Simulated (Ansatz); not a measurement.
# C₂H₄FNO: one species, many methods

Aim: compute C₂H₄FNO with functionals from several rungs and with coupled cluster, and see how far each lands from CCSD(T) at the basis-set limit for the atomisation energy.

Computed with Ansatz 0.2.0, Gaussian basis. Level: functionals in def2-TZVPP, the program's frozen cores in correlated methods.

The runs, in order: PBE-D4, r2SCAN-D4, PBE0-D4, B3LYP-D4, ωB97X-V, ωB97M-V, B2PLYP; CCSD(T)/def2-TZVPP; CCSD(T)/def2-QZVPP; extrapolation to the limit.

### 1 The relaxed structure

The geometry comes from an earlier relaxation with PBE0-D4 in a triple-zeta def2 set; it is a stationary point, not always the lowest conformer.

9 atoms, charge 0, spin multiplicity 1.

Atoms are counted from 1 here; the program's logs count them from 0.

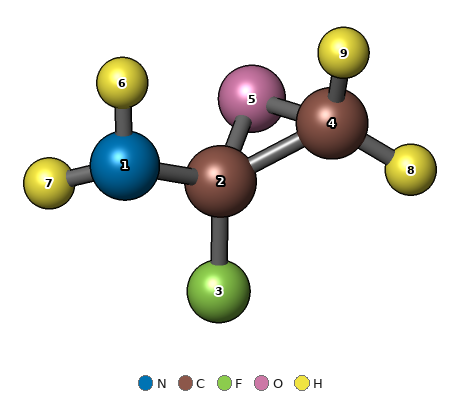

The geometry (nitrogen blue, carbon brown, fluorine green, oxygen pink, hydrogen yellow); atoms are numbered from 1 in the order of the file.

As a file:

```xyz
9
C2H4FNO
N    -0.3349    1.1312    0.7270
C    -0.4230   -0.0660    0.0060
F    -1.6496   -0.6049    0.1792
C     0.6842   -0.9533   -0.2746
O     0.0323   -0.1744   -1.3046
H     0.5609    1.5760    0.5839
H    -1.0732    1.7676    0.4509
H     0.4999   -2.0224   -0.3259
H     1.7033   -0.6538   -0.0420
```

### 2 PBE-D4 (GGA)

in.yaml

```yaml
crystal:
  periodic: [false, false, false]
  atoms:
    - {symbol: N, position_ang: [-0.334873, 1.131161, 0.726995]}
    - {symbol: C, position_ang: [-0.423007, -0.065981, 0.005951]}
    - {symbol: F, position_ang: [-1.649553, -0.604895, 0.179195]}
    - {symbol: C, position_ang: [0.684168, -0.953279, -0.274557]}
    - {symbol: O, position_ang: [0.032298, -0.174350, -1.304560]}
    - {symbol: H, position_ang: [0.560891, 1.575956, 0.583939]}
    - {symbol: H, position_ang: [-1.073178, 1.767625, 0.450889]}
    - {symbol: H, position_ang: [0.499938, -2.022407, -0.325856]}
    - {symbol: H, position_ang: [1.703327, -0.653830, -0.041997]}
basis:
  gaussian: {orbitals: def2-TZVPP}
hamiltonian: {xc: pbe, dispersion: d4}
output: {forces: true, orbitals: {seedname: orbitals}}
```

Run with:

```bash
> ansatz run in.yaml --threads 2 --pin off --events-out ev --progress --plain --max-ram 32768MiB --backend cpu
```

The runs that follow: r2SCAN-D4 (meta-GGA); PBE0-D4 (hybrid); B3LYP-D4 (hybrid); ωB97X-V (range-separated); ωB97M-V (range-separated); B2PLYP (double hybrid); CCSD(T) in def2-TZVPP; CCSD(T) in def2-QZVPP.

**Question.** What will the summary of the whole plan be? Wanted: atomisation energy, CCSD(T)/CBS; farthest; mean size of error, hybrid; mean size of error, range-separated; gap, smallest and largest; T1 diagnostic; triples share of the correlation energy.

**Answer**, as computed:

```
                               quantity                                 value
        atomisation energy, CCSD(T)/CBS                        839.1 kcal/mol
functionals within 4.2 kcal/mol (0.5 %)                              B3LYP-D4
                               farthest               PBE-D4 (+39.2 kcal/mol)
             mean size of error, hybrid                          5.6 kcal/mol
    mean size of error, range-separated                          7.4 kcal/mol
              gap, smallest and largest  6.33 eV (PBE-D4), 13.10 eV (ωB97X-V)
                          T1 diagnostic                                0.0115
triples share of the correlation energy                                 3.7 %
```

**Reading.** PBE-D4 misses by +39.2 kcal/mol. Double hybrids carry the basis error of their MP2 part in triple zeta, and no dispersion term here, so their miss is partly the set-up's. The reference freezes the cores and leaves out relativity and excitations past (T), so misses under about 4.2 kcal/mol can't be ranked. Hartree-Fock recovers 66 % of the binding; the rest is correlation. Orbital gaps span 6.3 to 13.1 eV; exact exchange widens them.
